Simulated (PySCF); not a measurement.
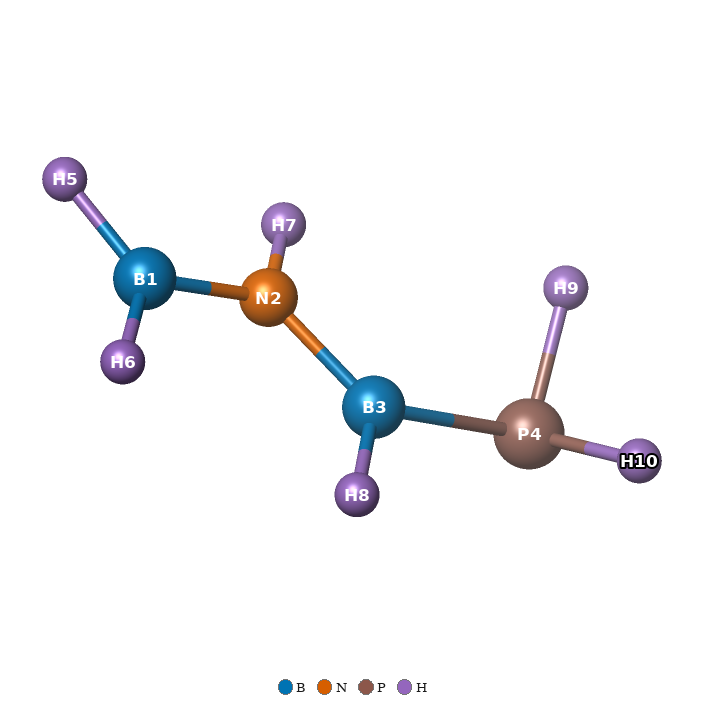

Computed geometry: PBE0-D3(BJ)/def2-SVP optimisation. No frequency run is at hand to confirm it as a minimum. Electric field gradients from the ground-state density, PBE0/cc-pVTZ (PySCF 2.14.0), non-relativistic apart from any core potentials.

Give the largest field-gradient component, the quadrupole coupling constant and the asymmetry for 11B at B1 (Q = 40.59 mb), 14N at N2 (Q = 20.44 mb), 11B at B3 (Q = 40.59 mb), 2H at H5 (Q = 2.86 mb), 2H at H6 (Q = 2.86 mb), 2H at H7 (Q = 2.86 mb), 2H at H8 (Q = 2.86 mb).

```csv
atom,V_zz (a.u.),e²qQ/h (MHz),η
B1,0.493,4.70,0.17
N2,0.261,1.25,0.35
B3,0.441,4.20,0.17
H5,0.183,0.123,0.05
H6,0.185,0.124,0.05
H7,0.382,0.257,0.08
H8,0.184,0.124,0.04
```
